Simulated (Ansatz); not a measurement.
Consider AlAs in the zinc blende structure (space group F-43m, No. 216; a = 5.675 Å).

Perturbation: an isotropic linear strain of −1.79 %, atoms relaxed at fixed cell.

Calculations: PBEsol (Ansatz, a quantum-chemistry and plane-wave program, PAW, spin-orbit coupling left out).

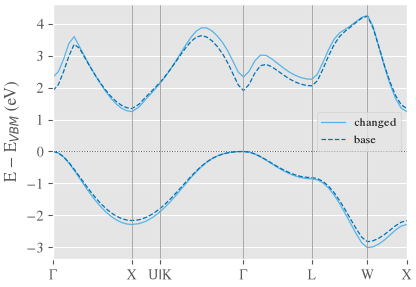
Figure. Highest valence and lowest conduction band along the path, each from its own valence-band maximum

Question: From the figure, how large is the changed gap, and is it direct?

Answer: About 1.2 eV, indirect, Γ → X.

No phonon test of stability was made.
